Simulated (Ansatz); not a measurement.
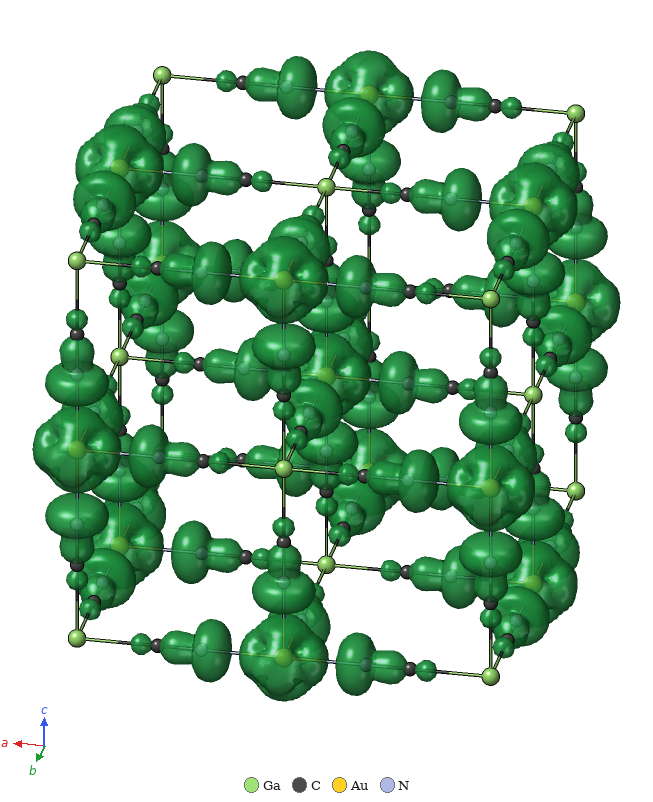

The picture shows: GaAuC₆N₆. Isosurfaces of the magnetisation density (up minus down) at +0.02 (green) and −0.02 e/Å³ (red), seen at an oblique angle. Sticks mark near contacts.

Space group Fm-3m; a structure generated by program, which may or may not match a known phase; spin-polarised.

Theory: DFT PBE, scalar-relativistic, plane waves, PAW (Ansatz 0.2.0).

The density is the valence pseudo-density of a PAW calculation; it isn't the true density close to the nuclei.

Question: Where is the spin, and how is it ordered?

Answer: The spin density sits on Au: +0.9 μB (×4) in one cell of 56 atoms, with smaller moments on other sites: N (up to +0.07 μB): parallel moments, as they must be, since the calculation's own cell holds one magnetic site. The cell of the calculation (14 atoms) carries 2.0 μB of net spin moment. Only one sign reaches the isovalue.
